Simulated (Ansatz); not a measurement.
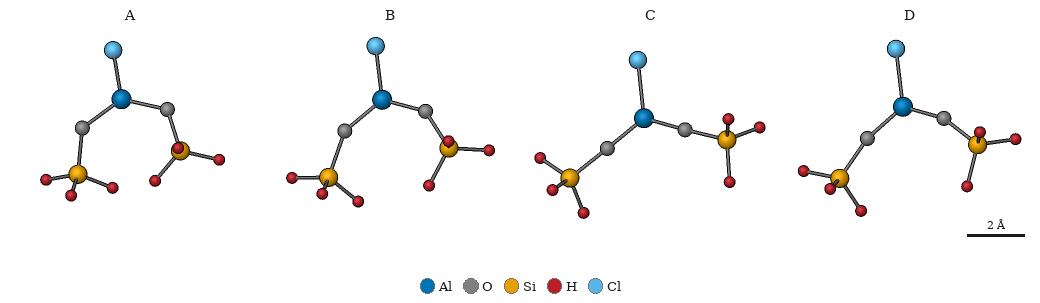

4 geometries from one relaxation of AlSi2H6O2Cl, in shuffled order. The picture is a ball-and-stick view, seen at a tilt.

The run prepares the start of a later molecular dynamics calculation, from a guessed geometry.

Computed with RKS PBE-D4/6-31G (Ansatz). Set-up: no spin polarisation; force threshold 0.02 eV/Å; at most 40 steps.

Put them in the order of the run, from the start to the converged end.

A, B, D, C. They are steps 0, 4, 8, 19, at +90.1 kJ/mol, +16.6 kJ/mol, +4.22 kJ/mol relative to the last. Over 19 geometry steps the energy falls by 90.1 kJ/mol. Largest force component: 2.4 eV/Å at the start, 0.015 eV/Å at the end. The largest move after the best rigid fit is that of an H atom, 2.20 Å. Largest moves by element: H 2.20 Å, Si 1.13 Å, O 0.95 Å, Cl 0.85 Å, Al 0.69 Å. Near-neighbour distances that change, for instance: Al–O 1.780 → 1.698 Å, H–Si 1.460 → 1.515 Å, Al–Cl 2.230 → 2.193 Å, O–Si 1.680 → 1.711 Å. Among the angles between lasting bonds that change: Al–O–Si 125.0° → 178.5°, O–Al–O 120.0° → 124.8°, O–Al–Cl 120.0° → 117.5°.

Limits of the set-up: the basis has no polarisation functions, which atoms past neon need.
